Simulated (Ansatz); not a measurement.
**Fields on a plane of ZnCu (CsCl type)**

```
ZnCu
1.0
    2.90828     0.00000     0.00000
    0.00000     2.90828     0.00000
    0.00000     0.00000     2.90828
Zn Cu
1 1
Direct
  0.00000   0.00000   0.00000
  0.50000   0.50000   0.50000
```

The slice is a {110} plane (indices of the conventional cell) through the point (0.500, 0.500, 0.500) (fractional), spanned by u = [100] and v = [011] in vectors of this cell: u (2.91 Å) and v (4.11 Å, at 90° to u). It covers one period; positions are fractions (u, v).

Atoms on it: Zn at (0.50, 0.50); Cu at (0.00, 0.00).

Computed with PBEsol (plane waves to 420 eV, PAW, scalar-relativistic; Ansatz, a quantum-chemistry and plane-wave program). k mesh 16×16×16. These are valence fields of a PAW run, semicore shells included where kept as valence: close to a nucleus they are smooth pseudo fields. ZnCu is run without spin polarisation. ZnCu was relaxed with its symmetry unable to fall.

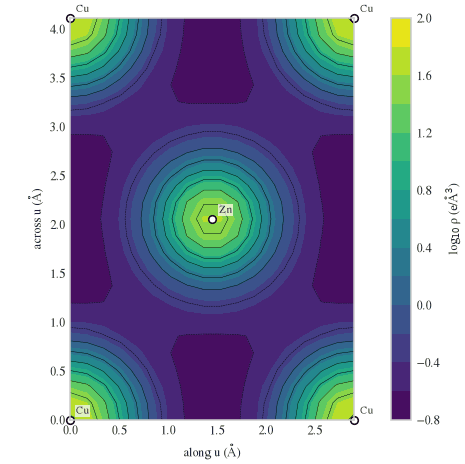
Figure: Log₁₀ of the valence density in e/Å³, one period of the plane, atoms marked. The scale is logarithmic, as a density can span decades between atoms and voids.

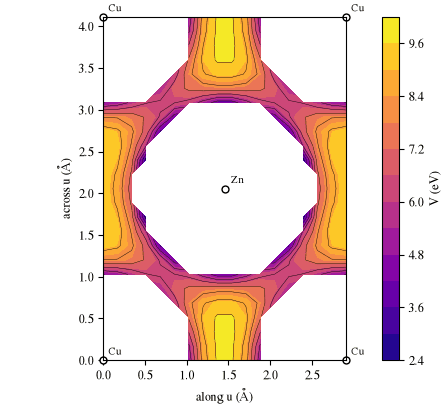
Electrostatic potential energy of an electron, from the cell's mean, in eV, one period of the plane, atoms marked. Points within 1 Å of a nucleus are left white, as the pseudised field means little there. The zero, the cell's mean, hangs on the PAW cores.

| Item | Value |
|---|---|
| Density on the Zn–Cu line (2.52 Å) at its midpoint | 0.28 e/Å³ |
| ELF at that point | 0.2 |
